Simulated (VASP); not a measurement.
# Ca3FeRhO6: structure and properties in VASP

What structure does Ca3FeRhO6 take at this level, and what are its properties? The steps: full relaxation (PBEsol + U), second relaxation, density, ELF and potential (PBEsol + U), band structure (PBEsol + U), density of states (PBEsol + U), independent-particle dielectric function (PBEsol + U) and field gradients at the nuclei (PBEsol + U). The start is a cell from a database of measured crystal structures.

Main program and level: VASP 6.6.1; PBEsol, DFT+U (Fe d 3 eV, Rh d 3 eV), spin-polarised from a ferromagnetic start; plane waves and PAW (Ca_sv, Fe, Rh_pv, O).

**1. Starting point**

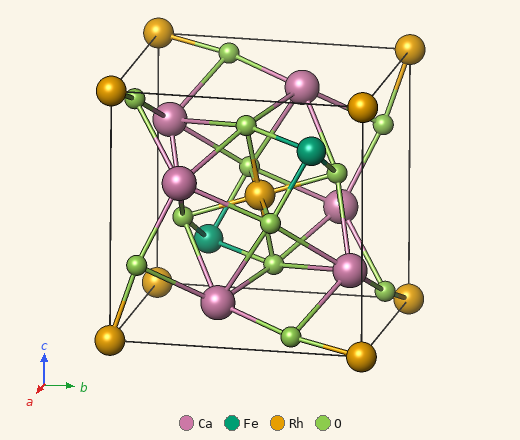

Start, viewed slightly off an axis; calcium pink, iron teal, rhodium orange, oxygen green. Bonds to atoms that aren't drawn are left out. Some periodic images of atoms are drawn too.

**2. Full relaxation (PBEsol + U)**

The start need not lie at this functional's minimum. ISIF = 3 frees volume, shape and positions, and EDIFFG sets the threshold on forces and stress at which the search stops. PBEsol restores the gradient expansion of exchange and is tuned for the cells of solids. A Hubbard U penalises fractional filling of the localised shell, which semilocal functionals favour.

INCAR reads:

```
SYSTEM = Ca3FeRhO6
PREC = Accurate
ENCUT = 520
EDIFF = 1E-06
NELM = 100
ISMEAR = 0
SIGMA = 0.05
LREAL = Auto
ALGO = Fast
GGA = PS
NBANDS = 127
ISPIN = 2
MAGMOM = 0 0 0 0 0 0 3 3 0.6 0.6 0 0 0 0 0 0 0 0 0 0 0 0
LDAU = .TRUE.
LDAUTYPE = 2
LDAUL = -1 2 2 -1
LDAUU = 0 3 3 0
LDAUJ = 0 0 0 0
LDAUPRINT = 1
LASPH = .TRUE.
LMAXMIX = 4
LORBIT = 11
LWAVE = .FALSE.
LCHARG = .FALSE.
KPAR = 8
IBRION = 2
NSW = 60
ISIF = 3
EDIFFG = -0.01
```

POSCAR reads:

```
Ca3FeRhO6
1.0
    4.5942000000      2.6524626067      3.5916666667
   -4.5942000000      2.6524626067      3.5916666667
    0.0000000000     -5.3049252134      3.5916666667
Ca Fe Rh O
6 2 2 12
Direct
    0.6185400000      0.8814600000      0.2500000000
    0.2500000000      0.6185400000      0.8814600000
    0.8814600000      0.2500000000      0.6185400000
    0.3814600000      0.1185400000      0.7500000000
    0.7500000000      0.3814600000      0.1185400000
    0.1185400000      0.7500000000      0.3814600000
    0.2500000000      0.2500000000      0.2500000000
    0.7500000000      0.7500000000      0.7500000000
    0.0000000000      0.0000000000      0.0000000000
    0.5000000000      0.5000000000      0.5000000000
    0.2986000000      0.9620000000      0.0979000000
    0.0979000000      0.2986000000      0.9620000000
    0.9620000000      0.0979000000      0.2986000000
    0.4021000000      0.5380000000      0.2014000000
    0.5380000000      0.2014000000      0.4021000000
    0.2014000000      0.4021000000      0.5380000000
    0.7014000000      0.0380000000      0.9021000000
    0.9021000000      0.7014000000      0.0380000000
    0.0380000000      0.9021000000      0.7014000000
    0.5979000000      0.4620000000      0.7986000000
    0.4620000000      0.7986000000      0.5979000000
    0.7986000000      0.5979000000      0.4620000000
```

KPOINTS reads:

```
Automatic mesh
0
Gamma
4 4 4
0 0 0
```

The projector-augmented-wave data sets are Ca_sv, Fe, Rh_pv and O (PBE family, release 64).

The run is started by

```bash
mpirun -np 8 vasp_std
```

The program printed:

```text
[banner, memory and clock lines left out]
running    8 mpi-ranks, on    1 nodes
 distrk:  each k-point on    1 cores,    8 groups
 distr:  one band on    1 cores,    1 groups

 POSCAR found type information on POSCAR CaFeRhO
 POSCAR found :  4 types and      22 ions
|                                                                             |
|           W    W    AA    RRRRR   N    N  II  N    N   GGGG   !!!           |
|           W    W   A  A   R    R  NN   N  II  NN   N  G    G  !!!           |
|           W    W  A    A  R    R  N N  N  II  N N  N  G       !!!           |
|           W WW W  AAAAAA  RRRRR   N  N N  II  N  N N  G  GGG   !            |
|           WW  WW  A    A  R   R   N   NN  II  N   NN  G    G                |
|           W    W  A    A  R    R  N    N  II  N    N   GGGG   !!!           |
|                                                                             |
|     For optimal performance we recommend to set                             |
|       NCORE = 2 up to number-of-cores-per-socket                            |
|     NCORE specifies how many cores store one orbital (NPAR=cpu/NCORE).      |
|     This setting can greatly improve the performance of VASP for DFT.       |
|     The default, NCORE=1 might be grossly inefficient on modern             |
|     multi-core architectures or massively parallel machines. Do your        |
|     Unfortunately you need to use the default for GW and RPA                |
|     calculations (for HF NCORE is supported but not extensively tested      |
|     yet).                                                                   |
|                                                                             |

|                                                                             |
|               ----> ADVICE to this user running VASP <----                  |
|                                                                             |
|     You enforced a specific xc type in the INCAR file but a different       |
|     [... a line on the potential file left out ...]
|     I HOPE YOU KNOW WHAT YOU ARE DOING!                                     |
|                                                                             |

 LDA part: xc-table for (Slater+PW92), standard interpolation
 POSCAR, INCAR and KPOINTS ok, starting setup
 FFT: planning ... GRIDC
 FFT: planning ... GRID_SOFT
 FFT: planning ... GRID
 WAVECAR not read
 entering main loop
       N       E                     dE             d eps       ncg     rms          rms(c)
DAV:   1     0.225750890446E+04    0.22575E+04   -0.86997E+04  6668   0.150E+03
DAV:   2     0.123851356006E+03   -0.21337E+04   -0.19934E+04  6697   0.468E+02
DAV:   3    -0.157077714388E+03   -0.28093E+03   -0.26578E+03  8243   0.167E+02
DAV:   4    -0.173769775008E+03   -0.16692E+02   -0.16372E+02  9408   0.431E+01
DAV:   5    -0.175234658958E+03   -0.14649E+01   -0.14588E+01 12448   0.980E+00    0.568E+01
RMM:   6    -0.155228523502E+03    0.20006E+02   -0.18649E+02  7349   0.418E+01    0.862E+01
RMM:   7    -0.150457530107E+03    0.47710E+01   -0.38546E+01  7375   0.200E+01    0.303E+01
RMM:   8    -0.149563000348E+03    0.89453E+00   -0.57530E+00  7339   0.695E+00    0.181E+01
RMM:   9    -0.150141726451E+03   -0.57873E+00   -0.44139E+00  8125   0.510E+00    0.151E+01
RMM:  10    -0.149587708803E+03    0.55402E+00   -0.13197E+00  8048   0.389E+00    0.347E+00
RMM:  11    -0.149568715027E+03    0.18994E-01   -0.42525E-01  9155   0.155E+00    0.103E+00
RMM:  12    -0.149592566397E+03   -0.23851E-01   -0.17396E-01 10639   0.762E-01    0.521E-01
RMM:  13    -0.149602653674E+03   -0.10087E-01   -0.84065E-02 10565   0.477E-01    0.330E-01
RMM:  14    -0.149607891980E+03   -0.52383E-02   -0.44617E-02 10610   0.328E-01    0.230E-01
RMM:  15    -0.149610267619E+03   -0.23756E-02   -0.21105E-02 10679   0.245E-01    0.168E-01
RMM:  16    -0.149611439617E+03   -0.11720E-02   -0.12169E-02 10841   0.190E-01    0.454E-02
RMM:  17    -0.149612145493E+03   -0.70588E-03   -0.69512E-03 10991   0.140E-01    0.365E-02
RMM:  18    -0.149612554453E+03   -0.40896E-03   -0.40800E-03 10837   0.106E-01    0.301E-02
RMM:  19    -0.149612799267E+03   -0.24481E-03   -0.24436E-03 10656   0.850E-02    0.132E-02
WARNING in EDDRMM: call to ZHEGV failed, returncode =   8  4     15
RMM:  20    -0.149612959484E+03   -0.16022E-03   -0.15884E-03 10523   0.668E-02    0.805E-03
RMM:  21    -0.149613062758E+03   -0.10327E-03   -0.10274E-03 10246   0.544E-02    0.535E-03
RMM:  22    -0.149613132854E+03   -0.70096E-04   -0.69368E-04 10285   0.447E-02    0.406E-03
WARNING in EDDRMM: call to ZHEGV failed, returncode =   8  4     70
WARNING in EDDRMM: call to ZHEGV failed, returncode =   6  3     85
WARNING in EDDRMM: call to ZHEGV failed, returncode =   8  4     18
RMM:  23    -0.149613180584E+03   -0.47731E-04   -0.47412E-04  9808   0.370E-02    0.246E-03
RMM:  24    -0.149613214067E+03   -0.33482E-04   -0.32411E-04  9756   0.312E-02    0.223E-03
RMM:  25    -0.149613235902E+03   -0.21836E-04   -0.23296E-04  9401   0.266E-02    0.549E-03
WARNING in EDDRMM: call to ZHEGV failed, returncode =   6  3     15
RMM:  26    -0.149613252177E+03   -0.16275E-04   -0.16478E-04  8932   0.225E-02    0.655E-03
WARNING in EDDRMM: call to ZHEGV failed, returncode =   6  3     36
RMM:  27    -0.149613264204E+03   -0.12027E-04   -0.12079E-04  8564   0.194E-02    0.763E-03
RMM:  28    -0.149613272690E+03   -0.84863E-05   -0.85910E-05  8275   0.168E-02    0.827E-03
RMM:  29    -0.149613279166E+03   -0.64754E-05   -0.64264E-05  7954   0.146E-02    0.849E-03
WARNING in EDDRMM: call to ZHEGV failed, returncode =   6  3     31
RMM:  30    -0.149613283782E+03   -0.46164E-05   -0.47205E-05  7714   0.128E-02    0.911E-03
RMM:  31    -0.149613287244E+03   -0.34613E-05   -0.35309E-05  7206   0.111E-02    0.987E-03
RMM:  32    -0.149613289559E+03   -0.23153E-05   -0.28313E-05  7075   0.987E-03    0.131E-02
WARNING in EDDRMM: call to ZHEGV failed, returncode =   8  4     35
RMM:  33    -0.149613291445E+03   -0.18858E-05   -0.19618E-05  6618   0.845E-03    0.136E-02
RMM:  34    -0.149613292992E+03   -0.15476E-05   -0.16100E-05  6286   0.744E-03    0.141E-02
WARNING in EDDRMM: call to ZHEGV failed, returncode =   8  4     22
RMM:  35    -0.149613294116E+03   -0.11235E-05   -0.11731E-05  5945   0.651E-03    0.145E-02
RMM:  36    -0.149613294996E+03   -0.87994E-06   -0.92739E-06  5695   0.575E-03
   1 F= -.14961329E+03 E0= -.14961329E+03  d E =-.149613E+03  mag=    10.0000
 curvature:   0.00 expect dE= 0.000E+00 dE for cont linesearch  0.000E+00
 trial: gam= 0.00000 g(F)=  0.126E-01 g(S)=  0.235E+00 ort = 0.000E+00 (trialstep = 0.100E+01)
 search vector abs. value=  0.247E+00
 bond charge predicted
       N       E                     dE             d eps       ncg     rms          rms(c)
DAV:   1    -0.151976425020E+03   -0.23631E+01   -0.57304E+01  7672   0.329E+01    0.133E+01
RMM:   2    -0.149944439005E+03    0.20320E+01   -0.74721E+00  6795   0.910E+00    0.593E+00
RMM:   3    -0.149687487737E+03    0.25695E+00   -0.15861E+00  7263   0.461E+00    0.657E+00
RMM:   4    -0.149664085428E+03    0.23402E-01   -0.33879E-01  7522   0.192E+00    0.220E+00
RMM:   5    -0.149636768874E+03    0.27317E-01   -0.79733E-02  7793   0.896E-01    0.129E+00
RMM:   6    -0.149636701259E+03    0.67615E-04   -0.54411E-02  8578   0.756E-01    0.581E-01
RMM:   7    -0.149637039559E+03   -0.33830E-03   -0.12636E-02 10150   0.328E-01    0.242E-01
RMM:   8    -0.149637524090E+03   -0.48453E-03   -0.65242E-03 10313   0.200E-01    0.119E-01
WARNING in EDDRMM: call to ZHEGV failed, returncode =   8  4     69
RMM:   9    -0.149638066475E+03   -0.54238E-03   -0.28154E-03 10456   0.129E-01    0.807E-02
RMM:  10    -0.149638320466E+03   -0.25399E-03   -0.18594E-03 10667   0.107E-01    0.502E-02
RMM:  11    -0.149638427993E+03   -0.10753E-03   -0.10504E-03 10879   0.759E-02    0.269E-02
RMM:  12    -0.149638501723E+03   -0.73730E-04   -0.71005E-04 10724   0.581E-02    0.189E-02
RMM:  13    -0.149638548171E+03   -0.46448E-04   -0.40532E-04 10237   0.459E-02    0.957E-03
RMM:  14    -0.149638581370E+03   -0.33199E-04   -0.28893E-04 10119   0.379E-02    0.812E-03
RMM:  15    -0.149638602828E+03   -0.21458E-04   -0.19898E-04  9771   0.307E-02    0.421E-03
WARNING in EDDRMM: call to ZHEGV failed, returncode =   6  3     82
RMM:  16    -0.149638619472E+03   -0.16645E-04   -0.14226E-04  9314   0.253E-02    0.280E-03
WARNING in EDDRMM: call to ZHEGV failed, returncode =   8  4     32
RMM:  17    -0.149638631400E+03   -0.11928E-04   -0.10002E-04  9009   0.216E-02    0.119E-03
WARNING in EDDRMM: call to ZHEGV failed, returncode =   6  3     68
RMM:  18    -0.149638640078E+03   -0.86774E-05   -0.76002E-05  8369   0.185E-02    0.147E-03
RMM:  19    -0.149638646628E+03   -0.65502E-05   -0.57299E-05  8221   0.163E-02    0.923E-04
RMM:  20    -0.149638651452E+03   -0.48241E-05   -0.43789E-05  7757   0.141E-02    0.277E-03
RMM:  21    -0.149638655212E+03   -0.37601E-05   -0.33963E-05  7358   0.123E-02    0.238E-03
RMM:  22    -0.149638658150E+03   -0.29381E-05   -0.25183E-05  7161   0.108E-02    0.262E-03
RMM:  23    -0.149638660339E+03   -0.21884E-05   -0.19513E-05  6691   0.949E-03    0.222E-03
RMM:  24    -0.149638661980E+03   -0.16412E-05   -0.15019E-05  6368   0.835E-03    0.294E-03
RMM:  25    -0.149638662986E+03   -0.10058E-05   -0.11619E-05  6140   0.750E-03    0.429E-03
RMM:  26    -0.149638664370E+03   -0.13840E-05   -0.92676E-06  5949   0.666E-03    0.256E-03
RMM:  27    -0.149638665209E+03   -0.83966E-06   -0.73014E-06  5718   0.588E-03
   2 F= -.14963867E+03 E0= -.14963867E+03  d E =-.253702E-01  mag=    10.0000
[...]
WARNING in EDDRMM: call to ZHEGV failed, returncode =   8  4     70
[...]
WARNING in EDDRMM: call to ZHEGV failed, returncode =   6  3     72
[...]
WARNING in EDDRMM: call to ZHEGV failed, returncode =   6  3     26
[...]
WARNING in EDDRMM: call to ZHEGV failed, returncode =   8  4     40
WARNING in EDDRMM: call to ZHEGV failed, returncode =   6  3     51
WARNING in EDDRMM: call to ZHEGV failed, returncode =   6  3     69
[...]
WARNING in EDDRMM: call to ZHEGV failed, returncode =   8  4     32
WARNING in EDDRMM: call to ZHEGV failed, returncode =   6  3     40
[... from here on, the cycles between the ionic steps are left out ...]
   3 F= -.14968314E+03 E0= -.14968314E+03  d E =-.698478E-01  mag=    10.0000
   4 F= -.14968995E+03 E0= -.14968995E+03  d E =-.680596E-02  mag=    10.0000
[...]
WARNING in EDDRMM: call to ZHEGV failed, returncode =   8  4     55
WARNING in EDDRMM: call to ZHEGV failed, returncode =   6  3     65
[...]
WARNING in EDDRMM: call to ZHEGV failed, returncode =   6  3     54
WARNING in EDDRMM: call to ZHEGV failed, returncode =   6  3     72
   5 F= -.14969001E+03 E0= -.14969001E+03  d E =-.686243E-02  mag=    10.0000
[...]
WARNING in EDDRMM: call to ZHEGV failed, returncode =   6  3     40
WARNING in EDDRMM: call to ZHEGV failed, returncode =   8  4     39
   6 F= -.14969050E+03 E0= -.14969050E+03  d E =-.497926E-03  mag=    10.0000
   7 F= -.14969075E+03 E0= -.14969075E+03  d E =-.749514E-03  mag=    10.0000
[...]
WARNING in EDDRMM: call to ZHEGV failed, returncode =   8  4     56
WARNING in EDDRMM: call to ZHEGV failed, returncode =   6  3     58
[...]
WARNING in EDDRMM: call to ZHEGV failed, returncode =   6  3     74
WARNING in EDDRMM: call to ZHEGV failed, returncode =   6  3     50
   8 F= -.14969095E+03 E0= -.14969095E+03  d E =-.196226E-03  mag=    10.0000
   9 F= -.14969095E+03 E0= -.14969095E+03  d E =-.190539E-03  mag=    10.0000
 curvature:  -0.72 expect dE=-0.180E-03 dE for cont linesearch -0.129E-06
 trial: gam= 0.79995 g(F)=  0.843E-04 g(S)=  0.167E-03 ort =-0.942E-05 (trialstep = 0.103E+01)
 search vector abs. value=  0.551E-03
 bond charge predicted
       N       E                     dE             d eps       ncg     rms          rms(c)
DAV:   1    -0.149690923806E+03    0.21539E-04   -0.12917E-01  6919   0.116E+00    0.119E-01
RMM:   2    -0.149691111761E+03   -0.18796E-03   -0.30290E-03  6865   0.210E-01    0.110E-01
RMM:   3    -0.149691135989E+03   -0.24228E-04   -0.48000E-04  7898   0.933E-02    0.725E-02
RMM:   4    -0.149691124708E+03    0.11280E-04   -0.81017E-05  8903   0.304E-02    0.342E-02
RMM:   5    -0.149691121375E+03    0.33331E-05   -0.31430E-05  9451   0.177E-02    0.100E-02
RMM:   6    -0.149691122503E+03   -0.11274E-05   -0.13759E-05  8763   0.916E-03    0.444E-03
RMM:   7    -0.149691123337E+03   -0.83396E-06   -0.72774E-06  6847   0.583E-03
  10 F= -.14969112E+03 E0= -.14969112E+03  d E =-.178052E-03  mag=    10.0000
 trial-energy change:   -0.000178  1 .order   -0.000172   -0.000250   -0.000094
 step:   1.4872(harm=  1.6430)  dis= 0.00190  next Energy=  -149.691145 (dE=-0.200E-03)
 reached required accuracy - stopping structural energy minimisation
```

Wall time 24 min (8 MPI ranks of Intel Xeon 6975P-C (Granite Rapids), shared host); peak memory 6.3 GiB; 2.7 h of CPU time.

Lines that name or quote the potential files are left out of all logs, and their timing lines are given in words.

(Continued in part 2 of 9.)

[Lines on the potential files, build, host, timing and source positions are cut from VASP's logs without a mark.]

[Logs are printed without paths, hosts, clocks, repeated set-up lines and the standing remarks that a program may print on its own settings, such as how far it seeks lower states.]

[Hosts, paths, dates, database ids (printed as entryN), source tags and the programs' standing remarks are cut or masked in the printed files.]

[A measured line is paired with the nearest computed mode of its activity, which favours agreement.]
